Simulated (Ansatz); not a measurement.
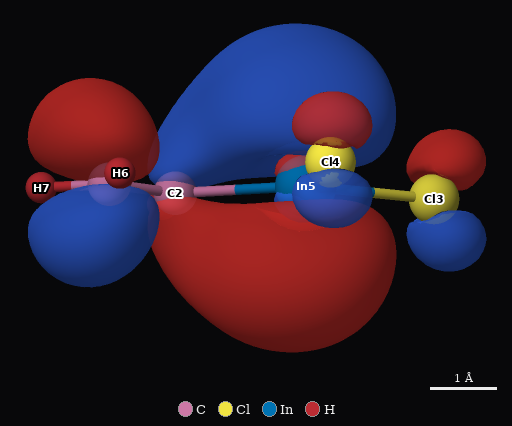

Figure. C2H3Cl2In (SMILES C=[CH][In]([Cl])[Cl]). One frontier orbital at ±0.08 Å⁻³ᐟ² (blue and red are the two phases), seen from one side.

Geometry: PBE0-D4/def2-SVP; core potentials replace the inner electrons of In.

Theory: isolated molecule in a Gaussian basis; Kohn-Sham density functional theory, functional PBE0 (Ansatz 0.2.0).

```csv
atom,x (Å),y (Å),z (Å)
C,-1.8502,-0.0673,1.6744
C,-0.6614,0.1177,2.2563
Cl,3.2553,0.8047,1.7698
Cl,0.8093,0.4855,-1.2747
In,1.0549,0.4510,1.0597
H,-1.9827,-0.0546,0.5867
H,-2.7561,-0.2419,2.2685
H,-0.5644,0.0989,3.3471
```

**Which orbital is it: HOMO or LUMO?**

The LUMO, at −2.03 eV. By Hirshfeld shares it lies mainly on In5 (about 50 %), C1 (about 20 %) and C2 (about 15 %); it changes sign across the molecular plane (π type); π-antibonding (a node) across C1–C2.
